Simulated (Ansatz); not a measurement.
# CH₃FSi (SMILES C=[SiH]F): one structure at several levels

The atoms stand at a frame of a short trajectory. How far do the functionals agree with CCSD(T) there?

Program: Ansatz 0.2.0, Gaussian basis. Level of theory: single points in def2-TZVPP. These are calculated values, not measurements.

Correlated methods freeze the cores.

### Step 1. The system as given

SMILES `C=[SiH]F`, 6 atoms, charge 0, spin multiplicity 1.

Atoms are counted from 1 here; the program's logs count them from 0.

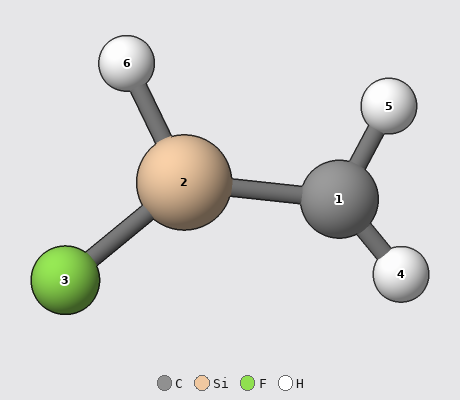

Start geometry, drawn with carbon grey, silicon light orange, fluorine green, hydrogen white; atoms are numbered from 1 in the order of the file.

Geometry (Å):

| atom | x (Å) | y (Å) | z (Å) |
| --- | --- | --- | --- |
| C1 | -0.6697 | 0.3834 | -0.6087 |
| Si2 | 0.4782 | -0.1755 | 0.4363 |
| F3 | 1.1129 | -1.6430 | 0.7661 |
| H4 | -1.3842 | -0.0435 | -1.2224 |
| H5 | -0.7515 | 1.4913 | -0.5817 |
| H6 | 1.0664 | 0.6739 | 1.3816 |

### Step 2. PBE-D4/def2-TZVPP

The input, run/in.yaml:

```yaml
crystal:
  periodic: [false, false, false]
  atoms:
    - {symbol: C, position_ang: [-0.669657, 0.383408, -0.608707]}
    - {symbol: Si, position_ang: [0.478175, -0.175456, 0.436330]}
    - {symbol: F, position_ang: [1.112918, -1.643025, 0.766125]}
    - {symbol: H, position_ang: [-1.384228, -0.043517, -1.222351]}
    - {symbol: H, position_ang: [-0.751547, 1.491265, -0.581741]}
    - {symbol: H, position_ang: [1.066433, 0.673865, 1.381595]}
basis:
  gaussian: {orbitals: def2-TZVPP}
hamiltonian: {xc: pbe, dispersion: d4}
output: {forces: true}
```

On the command line:

```console
$ ansatz run in.yaml --threads 2 --pin off --events-out ev --progress --plain --max-ram 3481MiB
```

The program printed:

```text
Functional definition: PBE
  name "PBE"
  cite "Perdew, Burke & Ernzerhof, Phys. Rev. Lett. 77, 3865 (1996) doi:10.1103/PhysRevLett.77.3865"
  parent pbe
  parameter kappa = 0.804
  parameter beta = 0.06672455060314922
  exchange = pbe_x(kappa = kappa, mu = beta*pi^2/3)
  correlation = pbe_c(beta = beta)
801 factors; their error is unknown
mean field evaluation 1: about -11659.8707 eV, gradient 7.9e1 eV
mean field evaluation 2: about -11619.9513 eV, gradient 1.2e2 eV
mean field evaluation 4: about -11672.8115 eV, gradient 2.5e1 eV
mean field evaluation 8: about -11673.8760 eV, gradient 5.7e-2 eV
mean field evaluation 16: about -11673.8556 eV, gradient 7.0e-5 eV
mean field -11673.85559714 eV, -429.0062803713 hartree, gradient 1.7e-5 eV, S^2 0.000000; 0 other end points of the search recorded, 0 dependent functions left out
the calculation of the forces begins
reference -11673.85563116 eV, -429.0062816217 hartree; 16, 16 occupied and 130, 130 virtual orbitals, 801 factors
Total energy: -11673.94374742 eV, -429.0095198345 hartree
Atom 0 at    -0.669657     0.383408    -0.608707 Å, force    -0.150063     1.746476     0.086619 eV/Å
Atom 1 at     0.478175    -0.175456     0.436330 Å, force     0.899476    -1.731915     0.483168 eV/Å
Atom 2 at     1.112918    -1.643025     0.766125 Å, force    -0.574698     0.439331    -0.419692 eV/Å
Atom 3 at    -1.384228    -0.043517    -1.222351 Å, force    -1.171047    -1.112755    -1.380825 eV/Å
Atom 4 at    -0.751547     1.491265    -0.581741 Å, force     0.134328    -0.454824     0.188159 eV/Å
Atom 5 at     1.066433     0.673865     1.381595 Å, force     0.862004     1.113688     1.042571 eV/Å
Dipole moment:    -0.014425     0.171842     0.044702 e Å
```

It took 2.8 s on 2 threads of Intel Xeon at 2.50GHz, shared host; peak memory 0.15 GiB.

### Step 3. r2SCAN-D4/def2-TZVPP

run/in.yaml: that of step 2 with these lines changed.

```diff
@@ -11,3 +11,3 @@
   gaussian: {orbitals: def2-TZVPP}
-hamiltonian: {xc: pbe, dispersion: d4}
+hamiltonian: {xc: r2scan, dispersion: d4}
 output: {forces: true}
```

On the command line:

```console
$ ansatz run in.yaml --threads 2 --pin off --events-out ev --progress --plain --max-ram 3481MiB
```

The program printed, cut to the lines that bear on the results:

```text
Functional definition: r2SCAN
  name "r2SCAN"
  cite "Furness, Kaplan, Ning, Perdew & Sun, J. Phys. Chem. Lett. 11, 8208 (2020) doi:10.1021/acs.jpclett.0c02405"
  cite "Furness, Kaplan, Ning, Perdew & Sun, J. Phys. Chem. Lett. 11, 9248 (2020) doi:10.1021/acs.jpclett.0c03077"
  parent r2scan
[...]
801 factors; their error is unknown
[...]
mean field -11679.52208683 eV, -429.2145200265 hartree, gradient 4.9e-5 eV, S^2 0.000000; 0 other end points of the search recorded, 0 dependent functions left out
[...]
reference -11679.52209695 eV, -429.2145203985 hartree; 16, 16 occupied and 130, 130 virtual orbitals, 801 factors
Total energy: -11679.54197531 eV, -429.2152509149 hartree
Atom 0 at    -0.669657     0.383408    -0.608707 Å, force    -0.084797     1.718599     0.185266 eV/Å
Atom 1 at     0.478175    -0.175456     0.436330 Å, force     0.952261    -1.976966     0.521309 eV/Å
Atom 2 at     1.112918    -1.643025     0.766125 Å, force    -0.820371     0.959742    -0.554358 eV/Å
Atom 3 at    -1.384228    -0.043517    -1.222351 Å, force    -0.989647    -1.007569    -1.246829 eV/Å
Atom 4 at    -0.751547     1.491265    -0.581741 Å, force     0.149274    -0.690540     0.189236 eV/Å
Atom 5 at     1.066433     0.673865     1.381595 Å, force     0.793278     0.996734     0.905376 eV/Å
Dipole moment:    -0.010324     0.172443     0.049351 e Å
```

Run time: 4.7 s. Hardware: 2 threads of Intel Xeon at 2.50GHz, shared host; peak memory 0.16 GiB.

### Step 4. PBE0-D4/def2-TZVPP

run/in.yaml: that of step 3 with these lines changed.

```diff
@@ -11,3 +11,3 @@
   gaussian: {orbitals: def2-TZVPP}
-hamiltonian: {xc: r2scan, dispersion: d4}
-output: {forces: true}
+hamiltonian: {xc: pbe0, dispersion: d4}
+output: {forces: true, orbitals: {seedname: orbitals}}
```

On the command line:

```console
$ ansatz run in.yaml --threads 2 --pin off --events-out ev --progress --plain --max-ram 3481MiB
```

The program printed, cut to the lines that bear on the results:

```text
Functional definition: PBE0
  name "PBE0"
  cite "Adamo & Barone, J. Chem. Phys. 110, 6158 (1999) doi:10.1063/1.478522"
  cite "Perdew, Burke & Ernzerhof, Phys. Rev. Lett. 77, 3865 (1996) doi:10.1103/PhysRevLett.77.3865"
  parent pbe
[...]
804 factors; their error is unknown
[...]
mean field -11674.68330424 eV, -429.0366980461 hartree, gradient 5.3e-5 eV, S^2 0.000000; 0 other end points of the search recorded, 0 dependent functions left out
[...]
reference -11674.68332965 eV, -429.0366989799 hartree; 16, 16 occupied and 130, 130 virtual orbitals, 804 factors
Total energy: -11674.75633488 eV, -429.0393818730 hartree
Atom 0 at    -0.669657     0.383408    -0.608707 Å, force    -0.008926     1.731932     0.253525 eV/Å
Atom 1 at     0.478175    -0.175456     0.436330 Å, force     0.872633    -2.030269     0.446757 eV/Å
Atom 2 at     1.112918    -1.643025     0.766125 Å, force    -0.839478     1.033095    -0.566512 eV/Å
Atom 3 at    -1.384228    -0.043517    -1.222351 Å, force    -0.997970    -1.040293    -1.253097 eV/Å
Atom 4 at    -0.751547     1.491265    -0.581741 Å, force     0.164209    -0.699466     0.195710 eV/Å
Atom 5 at     1.066433     0.673865     1.381595 Å, force     0.809533     1.005001     0.923616 eV/Å
Dipole moment:    -0.003997     0.183021     0.056791 e Å
```

Run time: 4.1 s. Hardware: 2 threads of Intel Xeon at 2.50GHz, shared host; peak memory 0.23 GiB.

### Step 5. wB97M-V/def2-TZVPP

run/in.yaml: that of step 4 with these lines changed.

```diff
@@ -11,3 +11,3 @@
   gaussian: {orbitals: def2-TZVPP}
-hamiltonian: {xc: pbe0, dispersion: d4}
-output: {forces: true, orbitals: {seedname: orbitals}}
+hamiltonian: {xc: {name: wB97M-V}}
+output: {forces: true}
```

On the command line:

```console
$ ansatz run in.yaml --threads 2 --pin off --events-out ev --progress --plain --max-ram 3481MiB
```

The program printed, cut to the lines that bear on the results:

```text
Functional definition: wB97M-V
  name "wB97M-V"
  cite "Mardirossian & Head-Gordon, J. Chem. Phys. 144, 214110 (2016) doi:10.1063/1.4952647"
  cite "Becke, J. Chem. Phys. 107, 8554 (1997) doi:10.1063/1.475007"
  cite "Vydrov & Van Voorhis, J. Chem. Phys. 133, 244103 (2010) doi:10.1063/1.3521275"
  # Of w^i u^j: cxij and so on, Table III.
[...]
  gx(w, u) = 1 - cx + cx01*u + cx10*w
  gss(w, u) = css00 + css04*u^4 + css10*w + css20*w^2 + css43*w^4*u^3
  gos(w, u) = cos00 + cos10*w + (cos20 + cos21*u)*w^2 + (cos60 + cos61*u)*w^6
[...]
      + integral(e_c_pw_mod_opposite_spin*gos(b97_w_opposite, b97_u_opposite)) + vv10(b, c)
804 factors; their error is unknown
181 factors; integrals over basis functions are off by at most 1.3e-5 eV
[...]
mean field -11680.22964647 eV, -429.2405223636 hartree, gradient 8.4e-5 eV, S^2 0.000000; 0 other end points of the search recorded, 0 dependent functions left out
[...]
reference -11680.22968708 eV, -429.2405238562 hartree; 16, 16 occupied and 130, 130 virtual orbitals, 804 factors
Total energy: -11680.22968708 eV, -429.2405238562 hartree
Atom 0 at    -0.669657     0.383408    -0.608707 Å, force     0.057646     1.692398     0.311590 eV/Å
Atom 1 at     0.478175    -0.175456     0.436330 Å, force     0.758099    -1.761999     0.427319 eV/Å
Atom 2 at     1.112918    -1.643025     0.766125 Å, force    -0.785251     0.935435    -0.539450 eV/Å
Atom 3 at    -1.384228    -0.043517    -1.222351 Å, force    -0.940365    -1.003746    -1.198744 eV/Å
Atom 4 at    -0.751547     1.491265    -0.581741 Å, force     0.168330    -0.753157     0.192624 eV/Å
Atom 5 at     1.066433     0.673865     1.381595 Å, force     0.741542     0.891069     0.806661 eV/Å
Dipole moment:     0.013359     0.169918     0.069839 e Å
```

Wall time 10 s (2 threads of Intel Xeon at 2.50GHz, shared host); peak memory 0.3 GiB.

### Step 6. CCSD(T)/def2-TZVPP

run/in.yaml: that of step 5 with these lines changed.

```diff
@@ -11,3 +11,3 @@
   gaussian: {orbitals: def2-TZVPP}
-hamiltonian: {xc: {name: wB97M-V}}
+correlation: {method: ccsd_t}
 output: {forces: true}
```

On the command line:

```console
$ ansatz run in.yaml --threads 2 --pin off --events-out ev --progress --plain --max-ram 3481MiB
```

The program printed, cut to the lines that bear on the results:

```text
Functional definition: HF
  name "HF"
  cite "Fock, Z. Phys. 61, 126 (1930) doi:10.1007/BF01340294"
  parent pbe
[...]
867 factors; integrals over basis functions are off by at most 9.8e-4 eV
[...]
mean field -11647.69880175 eV, -428.0450358706 hartree, gradient 5.6e-6 eV, S^2 0.000000; 0 other end points of the search recorded, 0 dependent functions left out
7 core orbitals not correlated: weight in the atoms' cores, before any rotation towards them, 1.000 or more for the frozen orbitals, at most 0.000 for the correlated occupied ones
reference -11647.69880175 eV, -428.0450358706 hartree; 9, 9 occupied and 130, 130 virtual orbitals, 867 factors
second order -14.59328502 eV of doubles, -0.00000000 eV of singles
cycle   1  -14.74834078 eV  change   -1.6e-1 eV  update   8.7e-2
[...]
cycle  11  -15.17785456 eV  change    3.2e-6 eV  update   3.4e-6
perturbative correction -0.55961724 eV, -0.0205655544 hartree
[...]
working
Total energy: -11663.43627356 eV, -428.6233772923 hartree
Atom 0 at    -0.669657     0.383408    -0.608707 Å, force    -0.350701     1.881572    -0.058850 eV/Å
Atom 1 at     0.478175    -0.175456     0.436330 Å, force     1.232101    -2.115227     0.797157 eV/Å
Atom 2 at     1.112918    -1.643025     0.766125 Å, force    -0.835518     1.004439    -0.564279 eV/Å
Atom 3 at    -1.384228    -0.043517    -1.222351 Å, force    -0.983774    -1.038137    -1.242658 eV/Å
Atom 4 at    -0.751547     1.491265    -0.581741 Å, force     0.174924    -0.699352     0.212601 eV/Å
Atom 5 at     1.066433     0.673865     1.381595 Å, force     0.762968     0.966704     0.856029 eV/Å
Dipole moment:    -0.006860     0.175709     0.052364 e Å
```

It took 2.3 min on 2 threads of Intel Xeon at 2.50GHz, shared host; peak memory 1.5 GiB.

### Step 7. Comparison

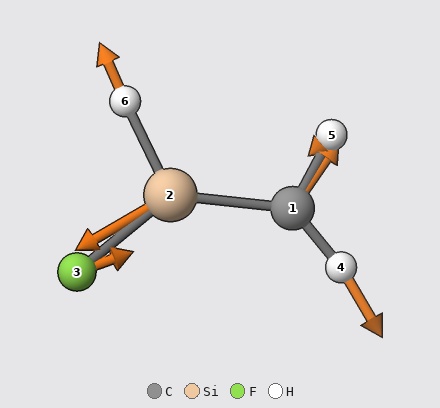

Forces at CCSD(T); the longest arrow is 2.57 eV/Å.

| method | RMS force component (eV/Å) | RMS error against CCSD(T) (eV/Å) | angle to CCSD(T) forces (°) | dipole (D) |
| --- | --- | --- | --- | --- |
| PBE-D4 | 0.933 | 0.239 | 13.1 | 0.86 |
| r2SCAN-D4 | 0.958 | 0.137 | 7.1 | 0.86 |
| PBE0-D4 | 0.971 | 0.168 | 9.2 | 0.92 |
| wB97M-V | 0.900 | 0.217 | 10.8 | 0.88 |
| CCSD(T) | 1.020 | reference | reference | 0.88 |

Energy less the free neutral atoms in their ground states at the same level (atoms from separate runs):

| method | rung | energy less atoms (eV) | from CCSD(T) (eV) |
| --- | --- | --- | --- |
| PBE-D4 | GGA | -22.386 | -0.885 |
| r2SCAN-D4 | meta-GGA | -22.140 | -0.639 |
| PBE0-D4 | hybrid | -21.912 | -0.411 |
| wB97M-V | range-separated hybrid | -22.151 | -0.650 |
| Hartree-Fock | wavefunction | -16.068 | +5.433 |
| MP2 | wavefunction | -21.955 | -0.454 |
| CCSD | wavefunction | -21.158 | +0.343 |
| CCSD(T) | wavefunction | -21.501 | 0 |

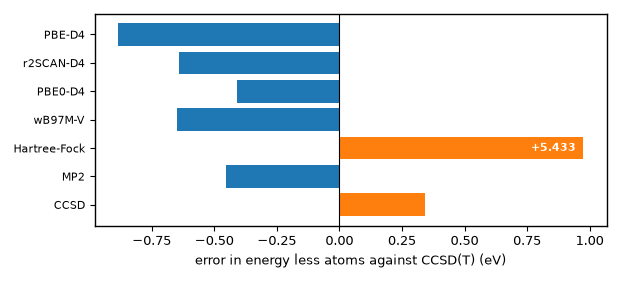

Error of each method against CCSD(T). Bars with a number in them are cut short.

What each level took, beside its miss in the forces (shared host):

| method | time | RMS force error (eV/Å) |
| --- | --- | --- |
| PBE-D4 | 2.8 s | 0.239 |
| r2SCAN-D4 | 4.7 s | 0.137 |
| PBE0-D4 | 4.1 s | 0.168 |
| wB97M-V | 10 s | 0.217 |
| CCSD(T) | 2.3 min | 0 |

### Step 8. Outcome

```
                                  quantity                                                             value
energy less free atoms, CCSD(T)/def2-TZVPP                                                        -21.501 eV
                       RMS force component                              0.900 to 1.020 eV/Å over the methods
                           RMS force error  PBE-D4 0.239, r2SCAN-D4 0.137, PBE0-D4 0.168, wB97M-V 0.217 eV/Å
                    HOMO and LUMO, PBE0-D4                                                -6.86 and -0.77 eV
                             T1 diagnostic                                                             0.013
```

Against CCSD(T) the functionals' energies less atoms differ by -0.885 to -0.411 eV, PBE-D4 by -0.885 eV. A larger basis would deepen the CCSD(T) value, while the functionals are nearly converged already, so the order here is not reliable. On forces the order runs from r2SCAN-D4 to PBE-D4. Frozen-core CCSD(T) forces in triple zeta carry basis errors of their own, and this is one geometry, so small gaps rank nothing.
